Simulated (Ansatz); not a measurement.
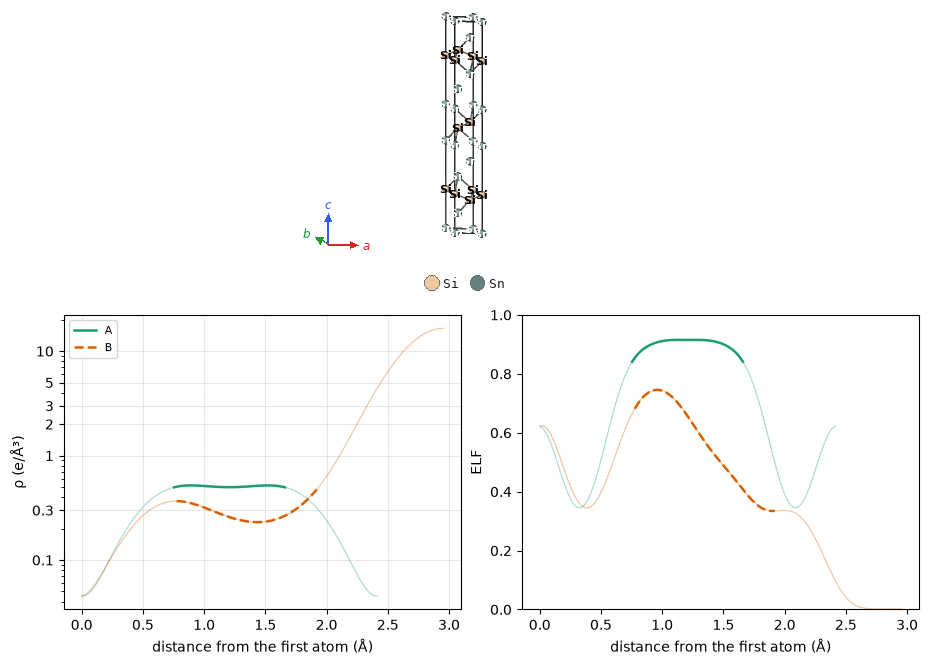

*Si2Sn3. Valence charge density (pseudo) and ELF along straight lines between neighbouring atoms. Thin, pale parts lie inside the atomic spheres. The structure is drawn too.*

Space group R-3m; a structure generated by program, which may or may not match a known phase.

Computed with Ansatz, DFT PBE, scalar-relativistic, plane waves, PAW.

The density is the valence pseudo-density of a PAW calculation; it isn't the true density close to the nuclei.

> Which curve belongs to which contact (Si–Si and Si–Sn)? The first atom named is at distance zero.

Curve A: Si–Si (2.41 Å): ρ at the midpoint is about 0.5 e/Å³; the ELF peaks at about 0.90 between the atoms. Curve B: Si–Sn (2.95 Å): ρ at the midpoint is about 0.23 e/Å³; the ELF peaks at about 0.75 in the valence shell of Si, 1.0 Å from its nucleus, and is about 0.50 at the midpoint.
